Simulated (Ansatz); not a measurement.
# Calculations on Si₂H₈SO

### Relaxation

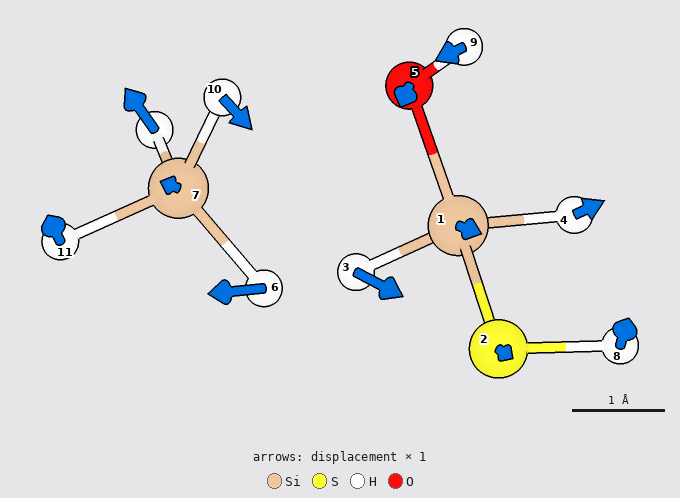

A relaxation of Si₂H₈SO. The starting structure is drawn; blue arrows show the displacements, at their true length. The two geometries are superimposed by the best rigid fit.

Style: ball-and-stick. Shown at a tilt.

The run prepares an end point of a later path (reaction) calculation, from a guessed geometry.

The calculation used Ansatz, RKS BLYP-D4/cc-pVDZ. Set-up: no spin polarisation; force threshold 0.03 eV/Å; at most 50 steps.

### Which element moves most?

Hydrogen: up to 0.76 Å, against 0.37 Å for oxygen.

### What happened in the run?

The largest move after the best rigid fit is that of an H atom, 0.76 Å. By element the largest moves are H 0.76 Å, O 0.37 Å, Si 0.33 Å, S 0.24 Å. Near-neighbour distances that change, for instance: H–Si 1.451 → 1.503 Å, S–Si 2.169 → 2.193 Å. Among the angles between lasting bonds that change: S–Si–H 111.3° → 108.3°, Si–S–H 90.8° → 93.8°. Over 20 accepted moves (23 points after the start) the energy falls by 0.127 eV. Largest force component: 1.2 eV/Å at the start, 0.026 eV/Å at the end. The line search rejected the trial steps at points 2, 5, 20 of the run. The forces were under the threshold at step 15, but the run went on from there. Cost: 21 s on 2 threads of AMD EPYC 9R45 96-Core Processor (Zen 5) (shared host), peak memory 0.17 GiB.

Limits of the set-up: the start holds two separate molecules, 2.6 Å apart at their closest, whose relative position is a soft coordinate.

### Relaxation

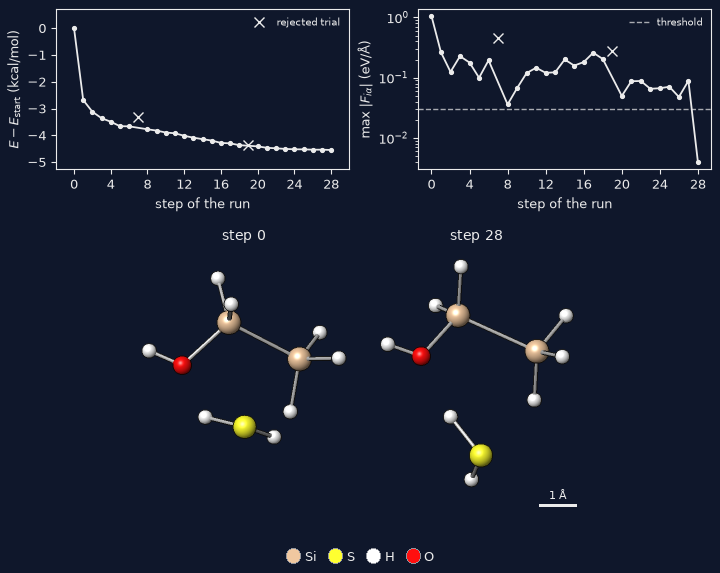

First and last geometry of a relaxation of Si2H8SO, with the history of the run. A ball-and-stick model, seen from a free direction.

The run prepares an end point of a later path (reaction) calculation, from a guessed geometry.

Computed with RKS BLYP-D4/cc-pVDZ (Ansatz 0.2.0).

Input file:
```yaml
crystal:
  periodic: [false, false, false]
  atoms:
    - { symbol: Si, position_ang: [0.257838, -0.564355, -1.069358] }
    - { symbol: S, position_ang: [1.6299, 0.971493, 1.718148] }
    - { symbol: H, position_ang: [-0.316644, -1.133814, -2.350583] }
    - { symbol: H, position_ang: [1.524219, -1.321111, -0.772582] }
    - { symbol: O, position_ang: [0.540733, 1.126608, -1.327527] }
    - { symbol: H, position_ang: [0.297773, 0.983008, 2.01708] }
    - { symbol: Si, position_ang: [-1.282026, -0.71367, 0.581824] }
    - { symbol: H, position_ang: [1.392416, 1.562019, 0.500814] }
    - { symbol: H, position_ang: [0.951218, 1.333057, -2.190902] }
    - { symbol: H, position_ang: [-1.619126, 0.650502, 1.126785] }
    - { symbol: H, position_ang: [-0.813399, -1.582826, 1.71757] }
    - { symbol: H, position_ang: [-2.562801, -1.31081, 0.048832] }
basis:
  gaussian: { orbitals: cc-pVDZ }
hamiltonian:
  xc: blyp
  dispersion: d4
relax:
  f_tol: 0.03
  max_steps: 50
output:
  orbitals: {}
```

Command:
```bash
ansatz run input.yaml --threads 2 --pin off --max-ram 3072MiB --backend cpu --events-out ev --progress --plain --runs-dir out
```

Did the run converge, and what did it change?

Answer. It converged. H6 moves most after the best rigid fit: 1.54 Å. By element the largest moves are H 1.54 Å, O 0.85 Å, S 0.83 Å, Si 0.39 Å. Some distances before and after: Si1–Si7 2.263 → 2.365 Å, Si1–H4 1.505 → 1.511 Å, Si1–O5 1.734 → 1.728 Å, Si7–H10 1.507 → 1.502 Å. Bond angles that change, for instance: Si1–Si7–H12 110.2° → 105.4°, H4–Si1–Si7 113.3° → 110.8°, H3–Si1–O5 107.6° → 110.0°. Groups turn about Si1–Si7 by about 60°. The energy falls by 4.54 kcal/mol in 26 accepted moves (28 points after the start). The largest force component goes from 1.1 to 0.004 eV/Å. The line search rejected the trial steps at points 7, 19 of the run.

### Path

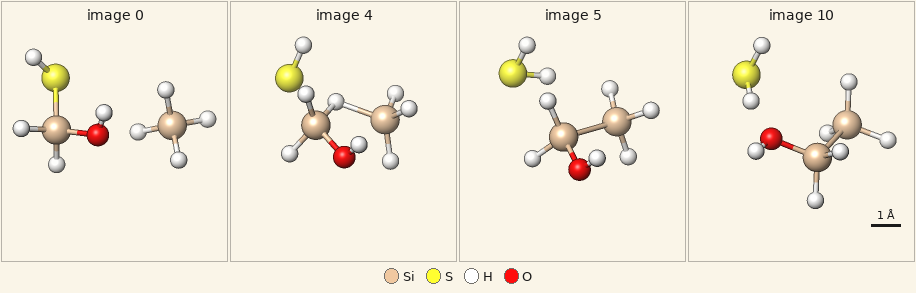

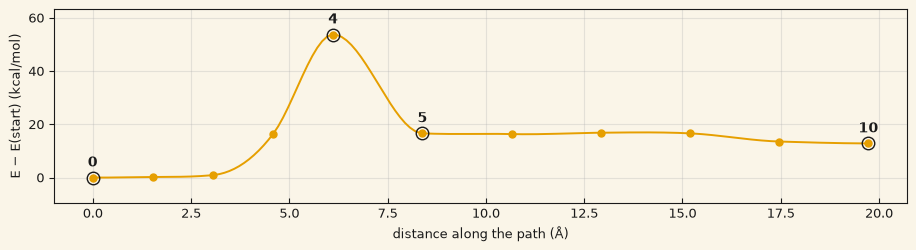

A nudged-elastic-band calculation for Si₂H₈SO, made up at the start of SiH₄SO and SiH$_{4}$. Images are numbered from 0 (start) to 10 (end). A ball-and-stick model, seen at a tilt.

Computed with Ansatz 0.2.0, RKS BLYP-D4/cc-pVDZ. Run with 9 movable images; climbing image; force threshold 0.05 eV/Å; iteration limit 60; starting path through a guess of the saddle point.

Question: What happens along the path, and what is the barrier?

Answer: The path has more than one stage, and so few images may leave a stage unresolved. Breaking: H–Si (1.50 → 4.05 Å), S–Si (2.19 → 4.34 Å). Forming: H–S (3.46 → 1.37 Å), Si–Si (4.11 → 2.36 Å). Forward barrier 53.7 kcal/mol, backward barrier 40.9 kcal/mol, with image 4 at the top; the reaction energy is +12.8 kcal/mol. The band converged in 54 iterations. The largest component of the band force went from 82 to 0.035 eV/Å. The climbing image converged on the top of the path. Its vibrational analysis gives one imaginary mode (840i cm⁻¹), as a transition state must have.

Limits of the set-up: the start holds two separate molecules, 2.8 Å apart at their closest, whose relative position is a soft coordinate.

Cost: 6.2 min on 2 threads of AMD EPYC 9R45 96-Core Processor (Zen 5) (shared host), peak memory 0.18 GiB.
